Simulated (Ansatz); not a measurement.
## Ligand exchange: BBrF2 + AuOH → B(OH)F2 + AuBr

Species: BBrF2 `FB(F)Br`, singlet; AuOH `[OH][Au]`, singlet; B(OH)F2 (difluorohydroxyborane), singlet; AuBr (bromogold), singlet. The partners trade Br for OH: B–Br and Au–OH bonds give way to B–OH and Au–Br.

Shapes, held fixed at every level: PBE0-D4/def2-TZVP. Programs: Ansatz 0.2.0. The zero-point and thermal change to 298 K, harmonic and unscaled (PBE0-D4/def2-TZVP), is +6.5 kJ/mol.

```
             level                    kind  ΔH(298 K) (kJ/mol)  less CCSD(T)/def2-TZVPP
 PBE-D4/def2-TZVPP                     GGA              -203.5                    +21.7
wB97X-V/def2-TZVPP  range-separated hybrid              -228.6                     -3.4
 B2PLYP/def2-TZVPP           double hybrid              -225.0                     +0.2
      MP2/def2-SVP     perturbation theory              -237.5                    -12.3
    MP2/def2-TZVPP     perturbation theory              -222.0                     +3.2
     CCSD/def2-SVP   coupled cluster or CI              -244.3                    -19.1
   CCSD/def2-TZVPP   coupled cluster or CI              -235.2                    -10.0
CCSD(T)/def2-TZVPP   coupled cluster or CI              -225.2                      0.0
```

The highest level, CCSD(T)/def2-TZVPP, gives ΔH(298 K) = -225.2 kJ/mol; the levels span -244.3 to -203.5. The column of differences is taken from that level and isn't an error. No measured value is set beside it here. T1 is large for AuOH (0.030), AuBr (0.022), so single-reference values are less sure there. For atoms past krypton def2 sets carry core potentials with scalar relativity. Relativity is left out for Br. Outer-core shells of Au, Br are correlated in most correlated rows, in sets that cover them unevenly.

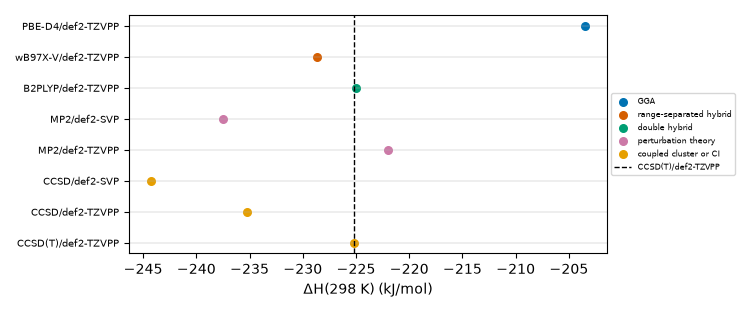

The values of the table, level by level.
